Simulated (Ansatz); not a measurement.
## Geometry relaxation, with input and output: C₃H₇NOS (part 1 of 2)

- system: C₃H₇NOS
- method: RKS PBE-D4/6-31G* (Ansatz 0.2.0)

It belongs to a series of runs on one base structure; here: end point B relaxed. Figures and captions count atoms from 1; the log counts them from 0 in places.

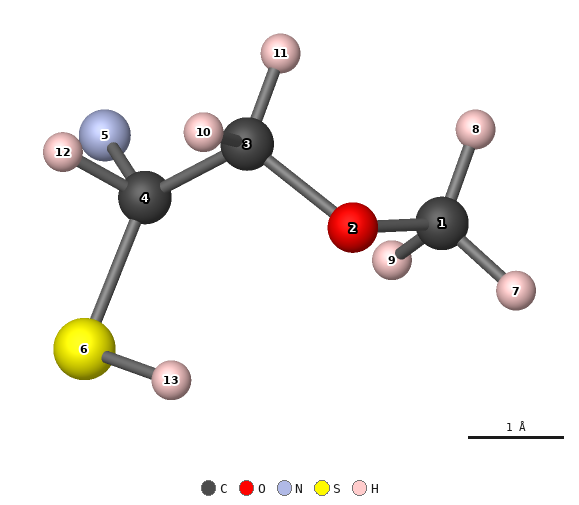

Figure 1. The structure as given in the input (ball-and-stick view, seen on its broad side; atoms are numbered from 1 in the order of the input). Bond lengths as drawn: C–C 1.47 Å, C–H 1.06 to 1.16 Å, C–N 1.35 Å, C–O 1.40 to 1.44 Å, C–S 1.74 Å and H–S 1.30 Å.

**Input**
```yaml
crystal:
  periodic: [false, false, false]
  atoms:
    - { symbol: C, position_ang: [-0.4553, -1.5332, 0.9711] }
    - { symbol: O, position_ang: [0.7106, -0.7844, 0.7481] }
    - { symbol: C, position_ang: [0.7567, -0.2229, -0.5723] }
    - { symbol: C, position_ang: [0.0526, 1.059, -0.7251] }
    - { symbol: "N", position_ang: [-0.8912, 1.2047, -1.6766] }
    - { symbol: S, position_ang: [0.2499, 2.3616, 0.4098] }
    - { symbol: H, position_ang: [-0.4682, -1.8859, 1.9809] }
    - { symbol: H, position_ang: [-0.5486, -2.3074, 0.2518] }
    - { symbol: H, position_ang: [-1.3608, -0.8044, 0.8984] }
    - { symbol: H, position_ang: [1.8414, 0.0295, -0.7222] }
    - { symbol: H, position_ang: [0.4831, -0.9621, -1.2919] }
    - { symbol: H, position_ang: [0.6939, 1.53897, -1.46433] }
    - { symbol: H, position_ang: [0.9214, 1.6498, 1.2686] }
basis:
  gaussian: { orbitals: "6-31G*" }
hamiltonian:
  xc: pbe
  dispersion: d4
relax:
  f_tol: 0.02
  max_steps: 50
output:
  orbitals: {}
```

Hardware: 2 threads of Intel Xeon (Sapphire Rapids), 16 GiB of memory available, shared host.

Run as:
```bash
ansatz run input.yaml --threads 2 --pin off --max-ram 3072MiB --backend cpu --events-out ev --progress --plain --runs-dir out
```

**What the program printed**
```
The last accepted step is kept in [file] (removed where the run ends without a failure and the disk answers)
Engine: ansatz 0.2.0, x86_64-unknown-linux-gnu
Functional definition: PBE
  parameter kappa = 0.804
  parameter beta = 0.06672455060314922
  exchange = pbe_x(kappa = kappa, mu = beta*pi^2/3)
  correlation = pbe_c(beta = beta)
1334 factors; their error is unknown
mean field evaluation 1: about -17564.4935 eV, gradient 7.6e1 eV
mean field evaluation 2: about -17408.6962 eV, gradient 1.9e2 eV
mean field evaluation 4: about -17577.5805 eV, gradient 2.0e1 eV
mean field evaluation 8: about -17578.4197 eV, gradient 5.7e-1 eV
mean field evaluation 16: about -17578.3306 eV, gradient 3.7e-3 eV
mean field -17578.33062918 eV, -645.9917356020 hartree, gradient 4.5e-5 eV, S^2 0.000000; 0 other end points of the search recorded, 0 dependent functions left out
the calculation of the forces begins
reference -17578.33065599 eV, -645.9917365873 hartree; 28, 28 occupied and 80, 80 virtual orbitals, 1334 factors
relax step   1: F+E_penalty+E_count = -17578.62083341 eV  Δ(F+E_penalty+E_count) = +0.000e0 eV  max|allowed force component| = 3.537e0 eV/Å  Δτ_max = 0.0000 Å  (34 SCF iters, accepted)
these checks for a lower state are left out or cut short: starts, cluster_reference, orbital_swaps, neighbouring_geometries, increment
1334 factors; their error is unknown
mean field -17579.23425558 eV, -646.0249432595 hartree, gradient 1.7e-5 eV, S^2 0.000000; 0 other end points of the search recorded, 0 dependent functions left out
[... from here on the field's lines of each further geometry are left out, up to the last ...]
relax step   2: F+E_penalty+E_count = -17579.52549496 eV  Δ(F+E_penalty+E_count) = -9.047e-1 eV  max|allowed force component| = 1.769e0 eV/Å  Δτ_max = 0.1920 Å  (38 SCF iters, accepted)
relax step   3: F+E_penalty+E_count = -17579.91128298 eV  Δ(F+E_penalty+E_count) = -3.858e-1 eV  max|allowed force component| = 1.556e0 eV/Å  Δτ_max = 0.1948 Å  (37 SCF iters, accepted)
relax step   4: F+E_penalty+E_count = -17580.32309045 eV  Δ(F+E_penalty+E_count) = -4.118e-1 eV  max|allowed force component| = 1.346e0 eV/Å  Δτ_max = 0.1961 Å  (38 SCF iters, accepted)
relax step   5: F+E_penalty+E_count = -17580.71547745 eV  Δ(F+E_penalty+E_count) = -3.924e-1 eV  max|allowed force component| = 3.392e0 eV/Å  Δτ_max = 0.1960 Å  (38 SCF iters, accepted)
relax step   6: F+E_penalty+E_count = -17581.36928206 eV  Δ(F+E_penalty+E_count) = -6.538e-1 eV  max|allowed force component| = 2.678e0 eV/Å  Δτ_max = 0.1981 Å  (38 SCF iters, accepted)
relax step   7: F+E_penalty+E_count = -17582.09294608 eV  Δ(F+E_penalty+E_count) = -7.237e-1 eV  max|allowed force component| = 2.736e0 eV/Å  Δτ_max = 0.2000 Å  (37 SCF iters, accepted)
relax step   8: F+E_penalty+E_count = -17582.62707502 eV  Δ(F+E_penalty+E_count) = -5.341e-1 eV  max|allowed force component| = 2.119e0 eV/Å  Δτ_max = 0.1953 Å  (38 SCF iters, accepted)
relax step   9: F+E_penalty+E_count = -17583.11780014 eV  Δ(F+E_penalty+E_count) = -4.907e-1 eV  max|allowed force component| = 1.579e0 eV/Å  Δτ_max = 0.2000 Å  (37 SCF iters, accepted)
relax step  10: F+E_penalty+E_count = -17583.33369043 eV  Δ(F+E_penalty+E_count) = -2.159e-1 eV  max|allowed force component| = 1.824e0 eV/Å  Δτ_max = 0.1949 Å  (29 SCF iters, accepted)
relax step  11: F+E_penalty+E_count = -17583.40461169 eV  Δ(F+E_penalty+E_count) = -7.092e-2 eV  max|allowed force component| = 1.384e0 eV/Å  Δτ_max = 0.2000 Å  (37 SCF iters, accepted)
relax step  12: F+E_penalty+E_count = -17583.47478965 eV  Δ(F+E_penalty+E_count) = -7.018e-2 eV  max|allowed force component| = 5.945e-1 eV/Å  Δτ_max = 0.1629 Å  (31 SCF iters, accepted)
relax step  13: F+E_penalty+E_count = -17583.46323134 eV  Δ(F+E_penalty+E_count) = +1.156e-2 eV  max|allowed force component| = 7.376e-1 eV/Å  Δτ_max = 0.0611 Å  (32 SCF iters, rejected (line search))
relax step  14: F+E_penalty+E_count = -17583.48788557 eV  Δ(F+E_penalty+E_count) = -1.310e-2 eV  max|allowed force component| = 8.645e-2 eV/Å  Δτ_max = 0.0297 Å  (32 SCF iters, accepted)
relax step  15: F+E_penalty+E_count = -17583.49475746 eV  Δ(F+E_penalty+E_count) = -6.872e-3 eV  max|allowed force component| = 1.064e-1 eV/Å  Δτ_max = 0.0999 Å  (31 SCF iters, accepted)
relax step  16: F+E_penalty+E_count = -17583.49771310 eV  Δ(F+E_penalty+E_count) = -2.956e-3 eV  max|allowed force component| = 8.027e-2 eV/Å  Δτ_max = 0.0668 Å  (31 SCF iters, accepted)
relax step  17: F+E_penalty+E_count = -17583.49868841 eV  Δ(F+E_penalty+E_count) = -9.753e-4 eV  max|allowed force component| = 8.125e-2 eV/Å  Δτ_max = 0.0563 Å  (32 SCF iters, accepted)
relax step  18: F+E_penalty+E_count = -17583.49930805 eV  Δ(F+E_penalty+E_count) = -6.196e-4 eV  max|allowed force component| = 5.586e-2 eV/Å  Δτ_max = 0.0134 Å  (33 SCF iters, accepted)
relax step  19: F+E_penalty+E_count = -17583.49954590 eV  Δ(F+E_penalty+E_count) = -2.379e-4 eV  max|allowed force component| = 2.456e-2 eV/Å  Δτ_max = 0.0083 Å  (33 SCF iters, accepted)
relax step  20: F+E_penalty+E_count = -17583.49951302 eV  Δ(F+E_penalty+E_count) = +3.288e-5 eV  max|allowed force component| = 2.674e-2 eV/Å  Δτ_max = 0.0097 Å  (33 SCF iters, rejected (line search))
the calculation of the forces begins
reference -17583.19670767 eV, -646.1705606879 hartree; 28, 28 occupied and 80, 80 virtual orbitals, 1334 factors
relax step  21: F+E_penalty+E_count = -17583.49962122 eV  Δ(F+E_penalty+E_count) = -7.532e-5 eV  max|allowed force component| = 6.964e-3 eV/Å  Δτ_max = 0.0047 Å  (34 SCF iters, accepted)
1334 factors; their error is unknown
mean field evaluation 192: about -17583.1967 eV, gradient 6.4e-4 eV
```

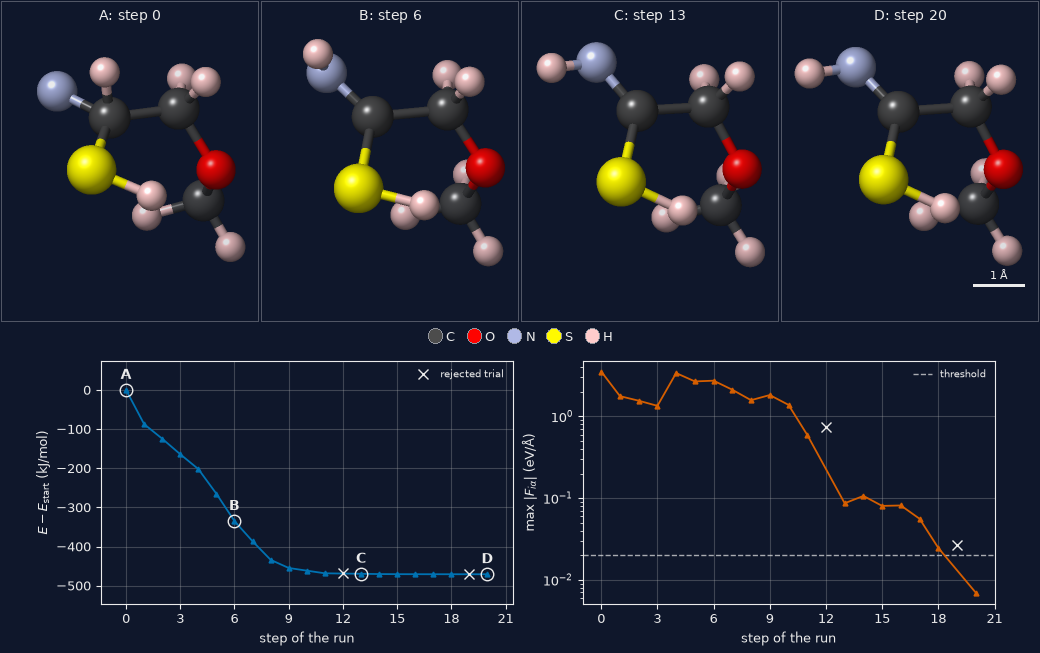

Figure 2. Frames of the relaxation (ball-and-stick view, seen at a tilt) above the curves, on which the letters mark them (the first geometry is step 0 here and step 1 in the log).

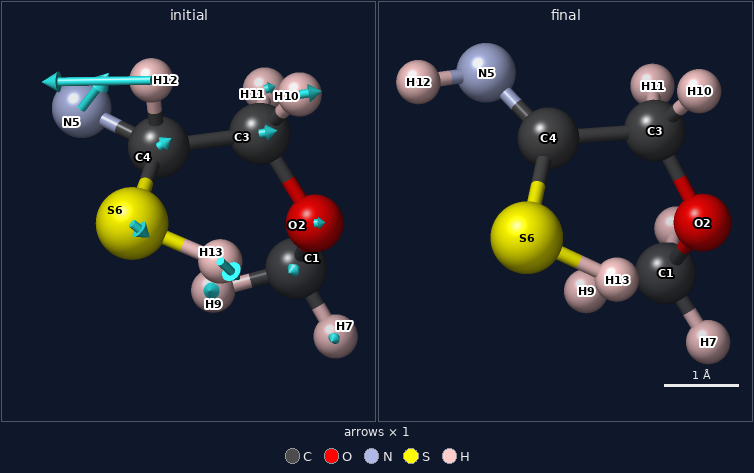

Figure 3. Before (left) and after (right) the relaxation, at one scale (ball-and-stick view, seen at a tilt). The teal arrows give the displacements, at true length. H12 moves most after the best rigid fit: 1.56 Å. Largest moves by element: H 1.56 Å, N 0.71 Å, S 0.33 Å, C 0.25 Å, O 0.15 Å. Distances before and after: C4–H12 1.090 → 1.922 Å, N5–H12 1.634 → 1.033 Å, C4–N5 1.348 → 1.280 Å, S6–H13 1.302 → 1.367 Å. New bonds form: N5–H12 (1.63 → 1.03 Å). Bonds break: C4–H12 (1.09 → 1.92 Å). Among the angles that change: N5–C4–S6 117.3° → 126.6°, C3–C4–S6 122.1° → 114.8°, C4–C3–H11 114.3° → 107.0°. After 20 geometry steps the energy has fallen by 470.7 kJ/mol. The largest force component goes from 3.5 to 0.007 eV/Å. The line search rejected the trial steps at points 12, 19 (counted from 0) and went back. (Atoms are counted from 1 in the order of the input.)

```
mean field -17583.19668077 eV, -646.1705596997 hartree, gradient 2.9e-5 eV, S^2 0.000000; 1 other end points of the search recorded, 0 dependent functions left out
the calculation of the forces begins
reference -17583.19670767 eV, -646.1705606879 hartree; 28, 28 occupied and 80, 80 virtual orbitals, 1334 factors
Total energy: -17583.49964811 eV, -646.1816935440 hartree
Atom 0 at    -0.500294    -1.357264     1.029297 Å, force     0.001757     0.002401     0.000955 eV/Å
Atom 1 at     0.819969    -0.857720     0.802978 Å, force    -0.004642    -0.000454    -0.005386 eV/Å
Atom 2 at     0.977737    -0.351295    -0.513424 Å, force    -0.001943     0.001330     0.006964 eV/Å
Atom 3 at     0.275620     0.985633    -0.771358 Å, force     0.002746    -0.001384    -0.002981 eV/Å
Atom 4 at    -0.192684     1.214230    -1.940230 Å, force    -0.002616     0.005389     0.004287 eV/Å
Atom 5 at     0.283581     2.124167     0.624421 Å, force    -0.000584    -0.001599    -0.001153 eV/Å
Atom 6 at    -0.515426    -1.747118     2.058232 Å, force    -0.000355     0.000655    -0.002303 eV/Å
Atom 7 at    -0.739633    -2.176356     0.322600 Å, force    -0.000572     0.001969     0.001249 eV/Å
Atom 8 at    -1.266218    -0.563050     0.927557 Å, force     0.001708    -0.002635     0.000677 eV/Å
Atom 9 at     2.063922    -0.207072    -0.651770 Å, force     0.002173     0.001108    -0.000543 eV/Å
Atom 10 at     0.611520    -1.062201    -1.279488 Å, force     0.000766    -0.002847    -0.002270 eV/Å
Atom 11 at    -0.582149     2.167576    -2.021623 Å, force     0.001712    -0.005070     0.000714 eV/Å
Atom 12 at     0.749555     1.173741     1.489079 Å, force    -0.000149     0.001137    -0.000211 eV/Å
Dipole moment:    -0.073136    -0.205827     0.199557 e Å
```

**Trajectory as extended XYZ (Å, eV, eV/Å), 21 frames, from step=1 to step=21**
```
13
Properties=species:S:1:pos:R:3:forces:R:3 step=1 energy=-17578.62083
C    -0.4553   -1.5332    0.9711   -1.7050   2.9597  -0.0919
O     0.7106   -0.7844    0.7481    1.0076   0.2928  -0.0600
C     0.7567   -0.2229   -0.5723    2.9495  -1.1485   2.5327
C     0.0526    1.0590   -0.7251   -3.5369  -0.6486  -1.9699
N    -0.8912    1.2047   -1.6766    0.7202   0.0845  -0.1337
S     0.2499    2.3616    0.4098   -0.3907   2.3421   1.6255
H    -0.4682   -1.8859    1.9809    0.3145  -0.5513   0.9608
H    -0.5486   -2.3074    0.2518   -0.3355  -1.3088  -0.9340
H    -1.3608   -0.8044    0.8984    0.6876  -1.1231  -0.0819
H     1.8414    0.0295   -0.7222   -0.2489  -0.5590   0.1213
H     0.4831   -0.9621   -1.2919   -0.6886  -0.5203  -1.0784
H     0.6939    1.5390   -1.4643    0.1692   0.8992  -2.3395
H     0.9214    1.6498    1.2686    1.0569  -0.7187   1.4490
13
Properties=species:S:1:pos:R:3:forces:R:3 step=2 energy=-17579.52550
C    -0.4759   -1.4537    0.9697   -0.7003   0.8593   0.0329
O     0.7511   -0.7748    0.7501    0.1290   0.2677  -0.3115
C     0.8354   -0.2341   -0.5721    1.3198  -0.9010   1.1814
C     0.0357    1.0468   -0.7786   -1.7691  -0.5595  -1.0946
N    -0.9144    1.1634   -1.7221    1.3485   0.1992   0.4151
S     0.1488    2.2718    0.5461   -0.0826   0.9439   1.1804
H    -0.4570   -1.8299    1.9949    0.0979  -0.1810   0.2263
H    -0.6009   -2.2738    0.2574   -0.0734  -0.4128  -0.2337
H    -1.3737   -0.7718    0.8823    0.4890  -0.2623  -0.0217
H     1.9228   -0.0368   -0.7171   -0.2867  -0.0211   0.0058
H     0.5142   -0.9746   -1.3094   -0.2426  -0.1274  -0.3986
H     0.6084    1.6146   -1.5817   -0.4653   0.3529  -1.2155
H     0.9912    1.5962    1.3567    0.2359  -0.1579   0.2337
13
Properties=species:S:1:pos:R:3:forces:R:3 step=3 energy=-17579.91128
C    -0.4952   -1.4043    0.9748    0.1832  -0.3261   0.0262
O     0.7736   -0.7834    0.7502    0.0034   0.1004  -0.3724
C     0.8948   -0.2611   -0.5644   -0.2350  -0.3658   0.3396
C     0.0185    1.0236   -0.8084   -0.7567  -0.4893  -0.0312
N    -0.8738    1.1492   -1.7737    1.5558   0.4043   0.4114
S     0.0436    2.1882    0.6872    0.5461  -0.1171   0.5094
H    -0.4624   -1.7963    2.0057   -0.0432   0.0718  -0.0788
H    -0.6540   -2.2546    0.2737    0.0394   0.1307   0.0604
H    -1.3388   -0.7018    0.8761   -0.0682   0.1910   0.0084
H     1.9622   -0.0391   -0.7051    0.0955   0.0735  -0.0283
H     0.5528   -0.9873   -1.3332    0.1010   0.0522   0.0603
H     0.5037    1.6654   -1.6918   -0.9020  -0.0074  -0.6139
H     1.0605    1.5448    1.3851   -0.5194   0.2818  -0.2913
13
Properties=species:S:1:pos:R:3:forces:R:3 step=4 energy=-17580.32309
C    -0.4969   -1.3812    0.9826    0.4805  -0.7338  -0.0002
O     0.8065   -0.8208    0.7395   -0.1759  -0.0314  -0.0703
C     0.9245   -0.2959   -0.5582   -0.9319   0.1092  -0.0480
C    -0.0154    0.9879   -0.8033   -0.2094  -1.0146   1.1369
N    -0.7567    1.2005   -1.8444    1.2016   0.2049   0.6405
S     0.0080    2.1650    0.7736    0.7163  -0.6651  -0.0470
H    -0.4577   -1.7804    2.0147   -0.0941   0.1455  -0.1995
H    -0.6999   -2.2327    0.2809    0.0804   0.3338   0.1973
H    -1.3009   -0.6407    0.8919   -0.1396   0.2659   0.0219
H     1.9843   -0.0397   -0.6977    0.0550   0.1725  -0.0828
H     0.5943   -1.0130   -1.3504    0.1509   0.1162   0.2162
H     0.3365    1.6799   -1.7934   -0.3671   0.7398  -1.3462
H     1.0590    1.5144    1.4405   -0.7666   0.3570  -0.4187
13
Properties=species:S:1:pos:R:3:forces:R:3 step=5 energy=-17580.71548
C    -0.4900   -1.3873    0.9950    0.3573  -0.0921  -0.0765
O     0.8250   -0.8521    0.7438   -0.1406  -0.3055   0.3196
C     0.9169   -0.3229   -0.5416   -1.0663   0.4846  -0.0673
C    -0.0254    0.9483   -0.7729    0.0667  -1.1372   1.2554
N    -0.6337    1.2441   -1.8657   -1.2752  -2.0328   1.2096
S     0.0049    2.1331    0.8070    0.5070  -0.6152  -0.5377
H    -0.4613   -1.7758    2.0217   -0.0717  -0.0028   0.0461
H    -0.7163   -2.2162    0.2916    0.0139   0.0703   0.0399
H    -1.2718   -0.6081    0.9064    0.0486  -0.0048   0.0314
H     1.9714   -0.0206   -0.6967   -0.1761   0.1259  -0.0611
H     0.6128   -1.0313   -1.3436    0.0479  -0.0292   0.0984
H     0.2170    1.7487   -1.9327    2.1661   3.3916  -2.0657
H     1.0362    1.4834    1.4638   -0.4776   0.1473  -0.1922
13
Properties=species:S:1:pos:R:3:forces:R:3 step=6 energy=-17581.36928
C    -0.4819   -1.3997    1.0058    0.1179   0.5696  -0.0373
O     0.8357   -0.8818    0.7529   -0.0778  -0.4124   0.4525
C     0.8960   -0.3419   -0.5258   -0.6810   0.6200  -0.0106
C    -0.0188    0.9134   -0.7435    0.4386  -0.4543   0.8324
N    -0.6053    1.1995   -1.8501    2.6781   0.5531  -0.0739
S     0.0164    2.1070    0.7990    0.2466  -0.3459  -0.8223
H    -0.4674   -1.7788    2.0282   -0.0510  -0.1446   0.2668
H    -0.7256   -2.2061    0.3003   -0.0726  -0.2221  -0.1503
H    -1.2489   -0.5885    0.9184    0.2278  -0.2951   0.0430
H     1.9479   -0.0020   -0.6967   -0.4093  -0.0172   0.0163
H     0.6212   -1.0450   -1.3325   -0.0756  -0.1960  -0.0632
H     0.2063    1.9044   -2.0547   -2.2399   0.4276  -0.4845
H     1.0098    1.4628    1.4749   -0.1017  -0.0827   0.0310
```
